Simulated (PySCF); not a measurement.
PBr: single-point calculation (part 1 of 2)

PBr, multiplicity 3, computed with ROHF/crenbl, casscf (PySCF 2.14.0).

Some settings of this run were made unusual or wrong on purpose. Figures and captions count atoms from 1; the log counts them from 0 in places.

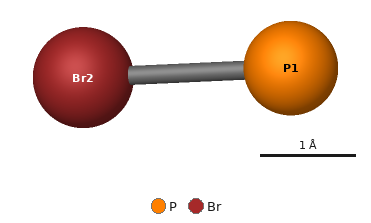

**Figure 1.** The input geometry (ball-and-stick view, seen at a tilt; atoms are numbered from 1 in the order of the input). Bond lengths as drawn: Br–P 2.29 Å.

### What the run reported

| quantity | value |
| --- | --- |
| outcome | converged |
| SCF energy | −159.413595 hartree |
| dipole moment | 2.22 D |
| hardware | 1 CPU thread, shared host |
| wall time | 4.7 s |

Some settings of this run were drawn to be unusual or wrong. It converged; results that depend on the unusual settings are not reference values. Notes on the run: Weak orthogonality for localized orbitals.

### Input
```python
from pyscf import gto, scf, mcscf

mol = gto.M(
    atom='P 0 0 0; Br 0 0 2.289',
    basis='crenbl',
    ecp={'P': 'crenbl', 'Br': 'crenbl'},
    charge=0,
    spin=2,
    verbose=4,
)
mf = scf.ROHF(mol)
mf.level_shift = -0.2
mf.kernel()
mc = mcscf.CASSCF(mf, 8, 6)
mc.kernel()
mc.analyze()
mf.dip_moment()
print('orbital energies (hartree):', mf.mo_energy[..., max(0, mol.nelec[1]-3):mol.nelec[0]+3].round(4))
```

Launched with:
```bash
OMP_NUM_THREADS=1 python input.py
```

### Output
```
PySCF version 2.14.0

[INPUT] verbose = 4
[INPUT] num. atoms = 2
[INPUT] num. electrons = 22
[INPUT] charge = 0
[INPUT] spin (= nelec alpha-beta = 2S) = 2
[INPUT] symmetry False subgroup None
[INPUT] Mole.unit = angstrom
[INPUT] Symbol           X                Y                Z      unit          X                Y                Z       unit  Magmom
[INPUT]  1 P      0.000000000000   0.000000000000   0.000000000000 AA    0.000000000000   0.000000000000   0.000000000000 Bohr   0.0
[INPUT]  2 Br     0.000000000000   0.000000000000   2.289000000000 AA    0.000000000000   0.000000000000   4.325583099129 Bohr   0.0

nuclear repulsion = 19.6505298943644
number of shells = 18
number of NR pGTOs = 48
number of NR cGTOs = 48
basis = crenbl
ecp = {'P': 'crenbl', 'Br': 'crenbl'}

******** <class 'pyscf.scf.rohf.ROHF'> ********
method = ROHF
initial guess = minao
damping factor = 0
level_shift factor = -0.2
DIIS = <class 'pyscf.scf.diis.CDIIS'>
diis_start_cycle = 1
diis_space = 8
diis_damp = 0
SCF conv_tol = 1e-09
SCF conv_tol_grad = None
SCF max_cycles = 50
direct_scf = True
direct_scf_tol = 1e-13
num. doubly occ = 10  num. singly occ = 2
Set gradient conv threshold to 3.16228e-05
init E= -132.387134588992
  HOMO = -0.324927037912659  LUMO = -0.205928678477319  gap/eV = 3.23811
cycle= 1 E= -159.342108337058  delta_E=  -27  |g|= 0.979  |ddm|= 4.14
  HOMO = -0.352318694309623  LUMO = -0.181704409423638  gap/eV = 4.64265
cycle= 2 E= -159.384440582901  delta_E= -0.0423  |g|= 0.354  |ddm|= 0.719
  HOMO = -0.256611874323005  LUMO = -0.134187367106327  gap/eV = 3.33134
cycle= 3 E= -159.395054593923  delta_E= -0.0106  |g|= 0.165  |ddm|= 0.482
  HOMO = -0.291065647243399  LUMO = -0.142098417431967  gap/eV = 4.05360
cycle= 4 E= -159.402606602068  delta_E= -0.00755  |g|= 0.119  |ddm|= 0.394
  HOMO = -0.283856085185434  LUMO = -0.141349637701887  gap/eV = 3.87780
cycle= 5 E= -159.409728179956  delta_E= -0.00712  |g|= 0.0669  |ddm|= 0.272
  HOMO = -0.285795149645286  LUMO = -0.14089723124842  gap/eV = 3.94287
cycle= 6 E= -159.411958840276  delta_E= -0.00223  |g|= 0.0403  |ddm|= 0.179
  HOMO = -0.285710374729819  LUMO = -0.141032374890364  gap/eV = 3.93689
cycle= 7 E= -159.412916794448  delta_E= -0.000958  |g|= 0.025  |ddm|= 0.114
  HOMO = -0.285957080661948  LUMO = -0.141133323623782  gap/eV = 3.94086
cycle= 8 E= -159.413290878051  delta_E= -0.000374  |g|= 0.0167  |ddm|= 0.0755
  HOMO = -0.285902700859316  LUMO = -0.14105650707554  gap/eV = 3.94147
cycle= 9 E= -159.413473703143  delta_E= -0.000183  |g|= 0.0104  |ddm|= 0.0492
  HOMO = -0.285973274053537  LUMO = -0.141094835568355  gap/eV = 3.94234
cycle= 10 E= -159.413542946382  delta_E= -6.92e-05  |g|= 0.00687  |ddm|= 0.0317
  HOMO = -0.28598730959799  LUMO = -0.141103109953198  gap/eV = 3.94250
cycle= 11 E= -159.413573847581  delta_E= -3.09e-05  |g|= 0.00437  |ddm|= 0.0206
  HOMO = -0.285988668531009  LUMO = -0.141101011910804  gap/eV = 3.94259
cycle= 12 E= -159.413586172891  delta_E= -1.23e-05  |g|= 0.00285  |ddm|= 0.0133
  HOMO = -0.285991500556285  LUMO = -0.141102460761576  gap/eV = 3.94263
cycle= 13 E= -159.413591427065  delta_E= -5.25e-06  |g|= 0.00183  |ddm|= 0.00857
  HOMO = -0.285992191241234  LUMO = -0.141102490668761  gap/eV = 3.94265
cycle= 14 E= -159.413593580546  delta_E= -2.15e-06  |g|= 0.00119  |ddm|= 0.00554
  HOMO = -0.285992571559671  LUMO = -0.141102626802892  gap/eV = 3.94266
cycle= 15 E= -159.413594486526  delta_E= -9.06e-07  |g|= 0.000764  |ddm|= 0.00358
  HOMO = -0.285992665426192  LUMO = -0.141102639417121  gap/eV = 3.94266
cycle= 16 E= -159.413594861935  delta_E= -3.75e-07  |g|= 0.000495  |ddm|= 0.00231
  HOMO = -0.285992741011163  LUMO = -0.141102649653388  gap/eV = 3.94266
cycle= 17 E= -159.413595019219  delta_E= -1.57e-07  |g|= 0.000319  |ddm|= 0.00149
  HOMO = -0.285992761254187  LUMO = -0.14110265358349  gap/eV = 3.94266
cycle= 18 E= -159.41359508474  delta_E= -6.55e-08  |g|= 0.000207  |ddm|= 0.000966
  HOMO = -0.285992772201945  LUMO = -0.141102660712454  gap/eV = 3.94266
cycle= 19 E= -159.413595112123  delta_E= -2.74e-08  |g|= 0.000134  |ddm|= 0.000624
  HOMO = -0.285992777000568  LUMO = -0.141102663005446  gap/eV = 3.94266
cycle= 20 E= -159.413595123536  delta_E= -1.14e-08  |g|= 8.63e-05  |ddm|= 0.000404
  HOMO = -0.285992778722143  LUMO = -0.14110266333053  gap/eV = 3.94266
cycle= 21 E= -159.413595128309  delta_E= -4.77e-09  |g|= 5.58e-05  |ddm|= 0.000261
  HOMO = -0.285992779414881  LUMO = -0.14110266281896  gap/eV = 3.94266
cycle= 22 E= -159.413595130298  delta_E= -1.99e-09  |g|= 3.61e-05  |ddm|= 0.000169
  HOMO = -0.285992779582259  LUMO = -0.141102663353052  gap/eV = 3.94266
cycle= 23 E= -159.41359513113  delta_E= -8.32e-10  |g|= 2.33e-05  |ddm|= 0.000109
  HOMO = -0.185999183463947  LUMO = 0.0588961765723504  gap/eV = 6.66394
```

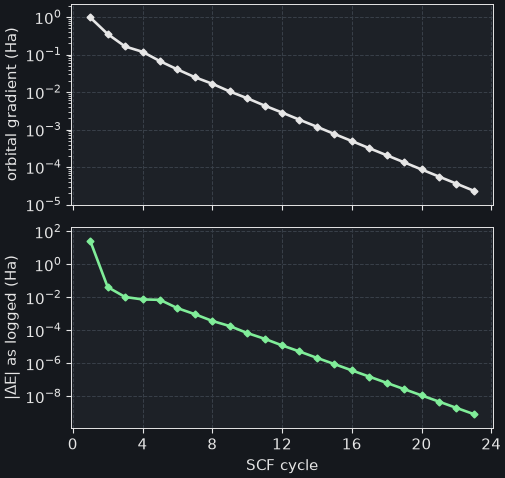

**Figure 2.** Convergence of the self-consistent field: orbital gradient and size of the energy change against the SCF cycle. The residual falls at every step.

```
Extra cycle  E= -159.413595131543  delta_E= -4.14e-10  |g|= 1.97e-05  |ddm|= 5.81e-05
converged SCF energy = -159.413595131543

******** <class 'pyscf.mcscf.mc1step.CASSCF'> ********
CAS (4e+2e, 8o), ncore = 8, nvir = 32
max_cycle_macro = 50
max_cycle_micro = 4
conv_tol = 1e-07
conv_tol_grad = None
orbital rotation max_stepsize = 0.02
orbital rotation threshold for CI restart = 0.01
augmented hessian ah_max_cycle = 30
augmented hessian ah_conv_tol = 1e-12
augmented hessian ah_linear dependence = 1e-14
augmented hessian ah_level shift = 1e-08
augmented hessian ah_start_tol = 2.5
augmented hessian ah_start_cycle = 3
augmented hessian ah_grad_trust_region = 3
kf_trust_region = 3
kf_interval = 4
ci_response_space = 4
ci_grad_trust_region = 3
with_dep4 0
natorb = False
canonicalization = True
sorting_mo_energy = False
ao2mo_level = 2
internal_rotation = False
******** <class 'pyscf.fci.direct_spin1.FCISolver'> ********
max. cycles = 50
conv_tol = 1e-08
davidson only = False
linear dependence = 1e-12
level shift = 0.001
max iter space = 12
nroots = 1
pspace_size = 400
spin = None
CASCI E = -159.415163959327  S^2 = 2.0000000
Set conv_tol_grad to 0.000316228
macro iter   1 ( 21 JK    4 micro), CASSCF E = -159.415845494385  dE = -6.81535058e-04  S^2 = 2.0000000
               |grad[o]|=0.0046  |grad[c]|=0.0057  |ddm|=0.0023  |maxRot[o]|=0.304
macro iter   2 ( 21 JK    4 micro), CASSCF E = -159.416981422495  dE = -1.13592811e-03  S^2 = 2.0000000
               |grad[o]|=0.00359  |grad[c]|=0.00684  |ddm|=0.00273  |maxRot[o]|=  0.3
macro iter   3 ( 21 JK    4 micro), CASSCF E = -159.419225503827  dE = -2.24408133e-03  S^2 = 2.0000000
               |grad[o]|=0.00369  |grad[c]|=0.0177  |ddm|=0.00595  |maxRot[o]|=0.172
macro iter   4 ( 21 JK    4 micro), CASSCF E = -159.423960568485  dE = -4.73506466e-03  S^2 = 2.0000000
               |grad[o]|=0.00745  |grad[c]|=0.0173  |ddm|=0.00802  |maxRot[o]|=0.257
macro iter   5 ( 21 JK    4 micro), CASSCF E = -159.426153799993  dE = -2.19323151e-03  S^2 = 2.0000000
               |grad[o]|=0.0087  |grad[c]|=0.018  |ddm|=0.00704  |maxRot[o]|=0.158
macro iter   6 ( 21 JK    4 micro), CASSCF E = -159.428716243423  dE = -2.56244343e-03  S^2 = 2.0000000
               |grad[o]|=0.0088  |grad[c]|=0.0183  |ddm|=0.0114  |maxRot[o]|=0.158
macro iter   7 ( 21 JK    4 micro), CASSCF E = -159.431977939611  dE = -3.26169619e-03  S^2 = 2.0000000
               |grad[o]|=0.0108  |grad[c]|=0.0163  |ddm|=0.0106  |maxRot[o]|=0.159
macro iter   8 ( 21 JK    4 micro), CASSCF E = -159.435953069179  dE = -3.97512957e-03  S^2 = 2.0000000
               |grad[o]|=0.0121  |grad[c]|=0.0143  |ddm|=0.0112  |maxRot[o]|=0.157
macro iter   9 ( 21 JK    4 micro), CASSCF E = -159.438982811512  dE = -3.02974233e-03  S^2 = 2.0000000
               |grad[o]|=0.012  |grad[c]|=0.0109  |ddm|=0.0123  |maxRot[o]|=0.267
macro iter  10 ( 21 JK    4 micro), CASSCF E = -159.441534586590  dE = -2.55177508e-03  S^2 = 2.0000000
               |grad[o]|=0.0103  |grad[c]|=0.00996  |ddm|=0.00976  |maxRot[o]|=0.313
macro iter  11 ( 21 JK    4 micro), CASSCF E = -159.443198239663  dE = -1.66365307e-03  S^2 = 2.0000000
               |grad[o]|=0.00767  |grad[c]|=0.00697  |ddm|=0.0075  |maxRot[o]|=0.313
macro iter  12 ( 20 JK    4 micro), CASSCF E = -159.443850249979  dE = -6.52010316e-04  S^2 = 2.0000000
               |grad[o]|=0.00467  |grad[c]|=0.0058  |ddm|=0.00793  |maxRot[o]|=0.276
macro iter  13 ( 18 JK    4 micro), CASSCF E = -159.443950734910  dE = -1.00484930e-04  S^2 = 2.0000000
               |grad[o]|=0.00274  |grad[c]|=0.0014  |ddm|=0.00413  |maxRot[o]|=0.0368
macro iter  14 ( 24 JK    4 micro), CASSCF E = -159.443963259340  dE = -1.25244302e-05  S^2 = 2.0000000
               |grad[o]|=0.000744  |grad[c]|=0.00057  |ddm|=0.00161  |maxRot[o]|=0.0231
macro iter  15 (  7 JK    1 micro), CASSCF E = -159.443963842987  dE = -5.83646738e-07  S^2 = 2.0000000
               |grad[o]|=0.000154  |grad[c]|=0.000407  |ddm|=0.00019  |maxRot[o]|=0.00528
macro iter  16 (  5 JK    1 micro), CASSCF E = -159.443964138426  dE = -2.95439179e-07  S^2 = 2.0000000
               |grad[o]|=7.75e-05  |grad[c]|=0.00039  |ddm|=9.34e-05  |maxRot[o]|=0.00566
macro iter  17 (  6 JK    1 micro), CASSCF E = -159.443964431848  dE = -2.93422488e-07  S^2 = 2.0000000
               |grad[o]|=3.7e-05  |grad[c]|=0.000394  |ddm|=8.2e-05  |maxRot[o]|=0.00586
macro iter  18 (  6 JK    1 micro), CASSCF E = -159.443964729359  dE = -2.97510752e-07  S^2 = 2.0000000
               |grad[o]|=3.17e-05  |grad[c]|=0.000397  |ddm|=7.87e-05  |maxRot[o]|=0.00606
macro iter  19 (  5 JK    1 micro), CASSCF E = -159.443965034313  dE = -3.04954170e-07  S^2 = 2.0000000
               |grad[o]|=3.01e-05  |grad[c]|=0.000403  |ddm|=7.7e-05  |maxRot[o]|=0.00632
macro iter  20 (  5 JK    1 micro), CASSCF E = -159.443965362242  dE = -3.27928973e-07  S^2 = 2.0000000
               |grad[o]|=3.77e-05  |grad[c]|=0.000418  |ddm|=8.14e-05  |maxRot[o]|=0.00653
macro iter  21 (  1 JK    1 micro), CASSCF E = -159.443965363710  dE = -1.46835077e-09  S^2 = 2.0000000
               |grad[o]|=2.82e-05  |grad[c]|=4.4e-05  |ddm|=    0  |maxRot[o]|=    0
1-step CASSCF converged in  21 macro (328 JK  63 micro) steps
CASSCF canonicalization
Density matrix diagonal elements [1.96826151e+00 1.95907730e+00 1.00239598e+00 1.00388290e+00
 4.36876980e-02 1.77950954e-03 1.51606087e-02 5.75448835e-03]
CASSCF energy = -159.443965363710
CASCI E = -159.443965363710  E(CI) = -7.12377533455145  S^2 = 2.0000000
Natural occ [1.98781269e+00 1.94288333e+00 1.00580974e+00 9.98480274e-01
 5.62042253e-02 5.71361881e-03 1.66138969e-03 1.43473683e-03]
Natural orbital (expansion on meta-Lowdin AOs) in CAS space

WARN: Weak orthogonality for localized orbitals 1.041924181454619e-09
```
